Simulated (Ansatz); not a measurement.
**doublet AlGeH4F−: levels of theory compared**

We compute a comparison of 6 runs (UHF/def2-SVPD, U-r2SCAN/def2-SVPD, UBLYP/def2-SVPD, UPBE/def2-SVPD, UCCSD/def2-SVPD, UCCSD(T)/def2-SVPD) of doublet AlGeH4F−. 

The results are computed with Ansatz 0.2.0.

47 further runs of the same task are left out: 47 set aside as unsound or not needed.

## 1. The molecule

AlGeH4F−: 7 atoms, total charge -1, spin state doublet. SMILES of the parent species: `[F][AlH][GeH3]`. The shape is that of a PBE0-D4/def2-TZVP optimisation. That shape belongs to the parent species and isn't relaxed for this state.

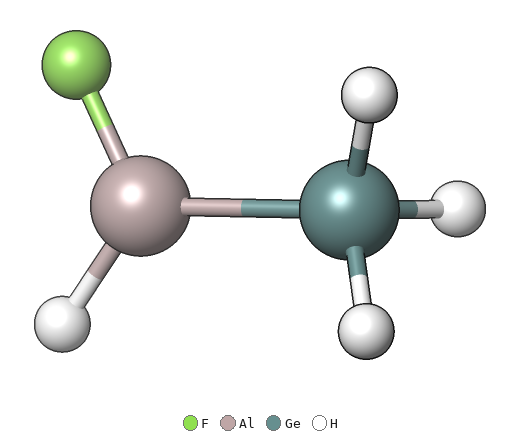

The structure, seen from a chosen angle (fluorine green, aluminium light grey, germanium teal, hydrogen white).

## 2. The energy at UHF/def2-SVPD (run 1)

Contents of in.yaml:

```yaml
crystal:
  periodic: [false, false, false]
  atoms:
    - {symbol: F, position_ang: [-2.002000, -1.487800, 0.716500]}
    - {symbol: Al, position_ang: [-0.491500, -1.327100, 0.066600]}
    - {symbol: Ge, position_ang: [0.428200, 0.960300, -0.065100]}
    - {symbol: H, position_ang: [0.204000, -2.659900, -0.422600]}
    - {symbol: H, position_ang: [0.095700, 1.599200, -1.428000]}
    - {symbol: H, position_ang: [-0.136400, 1.887000, 1.024800]}
    - {symbol: H, position_ang: [1.963300, 0.960200, 0.062300]}
basis:
  gaussian: {orbitals: def2-SVPD}
total_charge: -1
magnetization: {spin_polarized: true, initial_magnetization: 1}
hamiltonian: {xc: hf}
accuracy: high
output: {orbitals: {seedname: orbitals}}
```

Started as:

```sh
ansatz run in.yaml --threads 1 --pin off --max-ram 3480MiB --events-out events.jsonl --progress --plain --runs-dir runs
```

Standard output:

```text
Warning: RAYON_NUM_THREADS=1 ignored (pool sized by the plan → 1); use --threads N
Functional definition: HF
  name "HF"
  exchange = exact_x
  correlation = 0
2296 factors; integrals over basis functions are off by at most 4.5e-9 eV
mean field evaluation 1: about -65814.0043 eV, gradient 1.2e1 eV
mean field evaluation 2: about -65814.0542 eV, gradient 1.2e1 eV
mean field evaluation 4: about -65815.6688 eV, gradient 2.2e0 eV
mean field evaluation 8: about -65815.8578 eV, gradient 4.5e-1 eV
mean field evaluation 16: about -65815.9035 eV, gradient 1.9e-4 eV
mean field evaluation 32: about -65814.7296 eV, gradient 4.6e0 eV
mean field evaluation 64: about -65815.4833 eV, gradient 2.3e0 eV
mean field evaluation 96: about -65815.9035 eV, gradient 1.6e-4 eV
mean field -65815.90345099 eV, -2418.6898402023 hartree, gradient 2.7e-8 eV, S^2 0.771487; 2 other end points of the search recorded, 0 dependent functions left out
reference -65815.90345099 eV, -2418.6898402023 hartree; 30, 29 occupied and 87, 88 virtual orbitals, 2296 factors
Total energy: -65815.90345099 eV, -2418.6898402023 hartree
```

Run time: 20 s. Hardware: 1 thread of Arm Neoverse V1, shared host; peak memory 0.5 GiB.

## 3. A single-point energy at U-r2SCAN/def2-SVPD (run 2)

Contents of job.yaml:

```yaml
crystal:
  periodic: [false, false, false]
  atoms:
    - {symbol: F, position_ang: [-2.002000, -1.487800, 0.716500]}
    - {symbol: Al, position_ang: [-0.491500, -1.327100, 0.066600]}
    - {symbol: Ge, position_ang: [0.428200, 0.960300, -0.065100]}
    - {symbol: H, position_ang: [0.204000, -2.659900, -0.422600]}
    - {symbol: H, position_ang: [0.095700, 1.599200, -1.428000]}
    - {symbol: H, position_ang: [-0.136400, 1.887000, 1.024800]}
    - {symbol: H, position_ang: [1.963300, 0.960200, 0.062300]}
basis:
  gaussian: {orbitals: def2-SVPD}
total_charge: -1
magnetization: {spin_polarized: true, initial_magnetization: 1}
hamiltonian: {xc: r2scan}
accuracy: high
output: {orbitals: {seedname: orbitals}}
```

Started as:

```sh
ansatz run job.yaml --threads 1 --pin off --max-ram 3480MiB --events-out events.jsonl --progress --plain --runs-dir runs
```

Standard output:

```text
Warning: RAYON_NUM_THREADS=1 ignored (pool sized by the plan → 1); use --threads N
Functional definition: r2SCAN
  name "r2SCAN"
  parameter k0 = 0.174
  parameter k1 = 0.065
  parameter a1 = 4.9479
  exchange = r2scan_x(k0 = k0, k1 = k1, a1 = a1)
  correlation = r2scan_c
2296 factors; integrals over basis functions are off by at most 4.5e-9 eV
mean field evaluation 1: about -65884.4974 eV, gradient 1.9e1 eV
mean field evaluation 2: about -65883.8589 eV, gradient 2.6e1 eV
mean field evaluation 4: about -65886.0705 eV, gradient 1.3e0 eV
mean field evaluation 8: about -65886.0802 eV, gradient 3.8e-2 eV
mean field evaluation 16: about -65886.0802 eV, gradient 8.2e-5 eV
mean field evaluation 32: about -65885.2780 eV, gradient 1.4e0 eV
mean field -65886.08024958 eV, -2421.2687899830 hartree, gradient 8.6e-8 eV, S^2 0.760999; 3 other end points of the search recorded, 0 dependent functions left out
reference -65886.08025573 eV, -2421.2687902088 hartree; 30, 29 occupied and 87, 88 virtual orbitals, 2296 factors
Total energy: -65886.08025573 eV, -2421.2687902088 hartree
```

It took 48 s on 1 thread of Arm Neoverse V1, shared host; peak memory 0.56 GiB.

Runs 3 to 5 aren't shown in full; the table further down has their settings and results.

## 4. A single-point energy at UCCSD(T)/def2-SVPD (run 6)

Contents of run.yaml:

```yaml
crystal:
  periodic: [false, false, false]
  atoms:
    - symbol: F
      position_ang: [-2.002000, -1.487800, 0.716500]
    - symbol: Al
      position_ang: [-0.491500, -1.327100, 0.066600]
    - symbol: Ge
      position_ang: [0.428200, 0.960300, -0.065100]
    - symbol: H
      position_ang: [0.204000, -2.659900, -0.422600]
    - symbol: H
      position_ang: [0.095700, 1.599200, -1.428000]
    - symbol: H
      position_ang: [-0.136400, 1.887000, 1.024800]
    - symbol: H
      position_ang: [1.963300, 0.960200, 0.062300]
basis:
  gaussian:
    orbitals: def2-SVPD
total_charge: -1
magnetization:
  spin_polarized: true
  initial_magnetization: 1
correlation:
  method: ccsd_t
  frozen_orbitals: {Al: 5, F: 1, Ge: 9, H: 0}
accuracy: high
scf:
  omitted_lower_state_checks: [cluster_reference, increment]
```

Started as:

```sh
ansatz run run.yaml --threads 1 --pin off --max-ram 3480MiB --events-out events.jsonl --progress --plain --runs-dir runs
```

Standard output:

```text
Warning: RAYON_NUM_THREADS=1 ignored (pool sized by the plan → 1); use --threads N
[... 4 set-up lines as earlier in the session ...]
these checks for a lower state are left out or cut short: cluster_reference, increment
2296 factors; integrals over basis functions are off by at most 4.5e-9 eV
mean field evaluation 1: about -65814.0043 eV, gradient 1.2e1 eV
mean field evaluation 2: about -65814.0542 eV, gradient 1.2e1 eV
mean field evaluation 4: about -65815.6688 eV, gradient 2.2e0 eV
mean field evaluation 8: about -65815.8578 eV, gradient 4.5e-1 eV
mean field evaluation 16: about -65815.9035 eV, gradient 1.9e-4 eV
mean field evaluation 32: about -65814.9462 eV, gradient 3.9e-1 eV
mean field -65815.90345099 eV, -2418.6898402023 hartree, gradient 2.7e-8 eV, S^2 0.771487; 4 other end points of the search recorded, 0 dependent functions left out
15 core orbitals not correlated: weight in the atoms' cores, before any rotation towards them, 1.000 or more for the frozen orbitals, at most 0.000 for the correlated occupied ones
reference -65815.90345099 eV, -2418.6898402023 hartree; 15, 14 occupied and 87, 88 virtual orbitals, 2296 factors
second order -14.07140663 eV of doubles, -0.00000000 eV of singles
cycle   1  -14.25032358 eV  change   -1.8e-1 eV  update   1.1e-1
cycle   2  -14.72798531 eV  change   -4.8e-1 eV  update   3.4e-2
cycle   3  -14.83180049 eV  change   -1.0e-1 eV  update   1.8e-2
cycle   4  -14.82323386 eV  change    8.6e-3 eV  update   5.3e-3
cycle   5  -14.82302446 eV  change    2.1e-4 eV  update   2.6e-3
cycle   6  -14.82334829 eV  change   -3.2e-4 eV  update   1.2e-3
cycle   7  -14.82295660 eV  change    3.9e-4 eV  update   8.2e-4
cycle   8  -14.82314345 eV  change   -1.9e-4 eV  update   6.1e-4
cycle   9  -14.82342653 eV  change   -2.8e-4 eV  update   4.0e-4
cycle  10  -14.82323248 eV  change    1.9e-4 eV  update   2.2e-4
cycle  11  -14.82319675 eV  change    3.6e-5 eV  update   1.1e-4
cycle  12  -14.82322851 eV  change   -3.2e-5 eV  update   5.1e-5
cycle  13  -14.82324040 eV  change   -1.2e-5 eV  update   2.8e-5
cycle  14  -14.82325767 eV  change   -1.7e-5 eV  update   1.7e-5
cycle  15  -14.82326693 eV  change   -9.3e-6 eV  update   9.6e-6
cycle  16  -14.82326612 eV  change    8.1e-7 eV  update   5.5e-6
cycle  17  -14.82326582 eV  change    3.0e-7 eV  update   3.3e-6
cycle  18  -14.82326506 eV  change    7.6e-7 eV  update   1.9e-6
cycle  19  -14.82326483 eV  change    2.3e-7 eV  update   1.1e-6
cycle  20  -14.82326510 eV  change   -2.7e-7 eV  update   6.2e-7
cycle  21  -14.82326513 eV  change   -3.0e-8 eV  update   4.4e-7
cycle  22  -14.82326512 eV  change    4.8e-9 eV  update   3.2e-7
cycle  23  -14.82326515 eV  change   -2.7e-8 eV  update   2.4e-7
cycle  24  -14.82326504 eV  change    1.1e-7 eV  update   1.5e-7
cycle  25  -14.82326507 eV  change   -2.5e-8 eV  update   9.7e-8
cycle  26  -14.82326509 eV  change   -2.5e-8 eV  update   6.0e-8
cycle  27  -14.82326510 eV  change   -5.4e-9 eV  update   4.1e-8
cycle  28  -14.82326511 eV  change   -1.1e-8 eV  update   3.0e-8
cycle  29  -14.82326572 eV  change   -6.1e-7 eV  update   9.5e-8
cycle  30  -14.82326565 eV  change    6.5e-8 eV  update   2.7e-8
cycle  31  -14.82326567 eV  change   -1.8e-8 eV  update   1.1e-8
cycle  32  -14.82326567 eV  change    1.2e-9 eV  update   5.8e-9
cycle  33  -14.82326567 eV  change    2.4e-9 eV  update   3.2e-9
perturbative correction -0.39006209 eV, -0.0143345174 hartree
Total energy: -65831.11677875 eV, -2419.2489196855 hartree
Checks for a lower state left out: cluster_reference, increment
```

It took 4.7 min on 1 thread of Arm Neoverse V1, shared host; peak memory 2.1 GiB.

## 5. Overview of the runs

```csv
run,level,frozen core orbitals,energy (Eh),HOMO energy (eV),LUMO energy (eV),⟨S²⟩,wall time
1,UHF/def2-SVPD,–,-2418.689840,-0.07,5.02,0.771,20 s
2,U-r2SCAN/def2-SVPD,–,-2421.268790,2.02,3.33,0.761,48 s
3,UBLYP/def2-SVPD,–,-2421.372409,2.46,3.04,0.753,21 s
4,UPBE/def2-SVPD,–,-2420.782574,2.20,2.94,0.755,21 s
5,UCCSD/def2-SVPD,15,-2419.234585,–,–,0.771,3.3 min
6,UCCSD(T)/def2-SVPD,15,-2419.248920,–,–,0.771,4.7 min
```

## 6. Results

| quantity | value |
| --- | --- |
| run 6: total energy | -2419.24892 Eh |
| run 6: correlation energy (15 core orbitals frozen) | -559.1 mEh |
| run 6: (T) correction | -14.33 mEh |
| run 6: ⟨S²⟩ of the reference determinant | 0.771 |
| run 6: T1 diagnostic | 0.014 |

In words: Below the UHF energy at the same shape and in the same basis (def2-SVPD): UCCSD -544.7 mEh; UCCSD(T) -559.1 mEh. Totals of different functionals can't be ranked against each other. In runs 2, 3, 4 the HOMO lies above zero, so the outermost electron may be held by the basis alone. All runs together took 9.9 min, the longest 4.7 min.
